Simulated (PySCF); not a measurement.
SMILES C[Si](C)(C)N[Si](C)(C)C at its GFN2-xTB optimised geometry (Å):

```
28

C     -2.4940     0.2752     2.3713
Si    -0.9802     0.6643     1.2753
C     -1.2205     2.3553     0.4303
C      0.5916     0.6711     2.3498
N     -0.8150    -0.5119     0.0000
Si    -0.1918    -2.1395     0.0000
C     -0.8222    -3.0685     1.5377
C      1.7171    -2.1395     0.0000
C     -0.8319    -2.9688    -1.5918
H     -3.4059     0.2323     1.7833
H     -2.3818    -0.6829     2.8679
H     -2.6351     1.0292     3.1399
H     -0.3798     2.6029    -0.2098
H     -2.1164     2.3680    -0.1825
H     -1.3179     3.1481     1.1644
H      0.5279     1.4090     3.1436
H      1.4726     0.8981     1.7582
H      0.7482    -0.2971     2.8136
H     -1.1387    -0.1940    -0.8991
H     -0.4621    -4.0924     1.5594
H     -1.9067    -3.0995     1.5627
H     -0.4866    -2.5833     2.4482
H      2.1164    -3.1481    -0.0490
H      2.1117    -1.5894    -0.8490
H      2.1085    -1.6748     0.8990
H     -0.4924    -3.9969    -1.6598
H     -0.4788    -2.4506    -2.4779
H     -1.9166    -2.9789    -1.6261
```

Level of theory: PySCF 2.14.0 with PBE0/def2-SVP. Cells within 0.4 Å of a nucleus heavier than hydrogen are left out (blank, or x).

Map of the HOMO amplitude (bohr^(-3/2)), clipped to [-0.25, 0.25] on the plane z = 0.0 Å; orbital energy -6.62 eV, overall sign arbitrary:

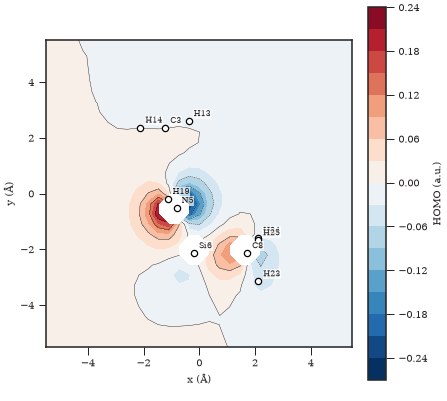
Figure: HOMO amplitude (bohr^(-3/2)), clipped to [-0.25, 0.25] on the plane z = 0.0 Å.
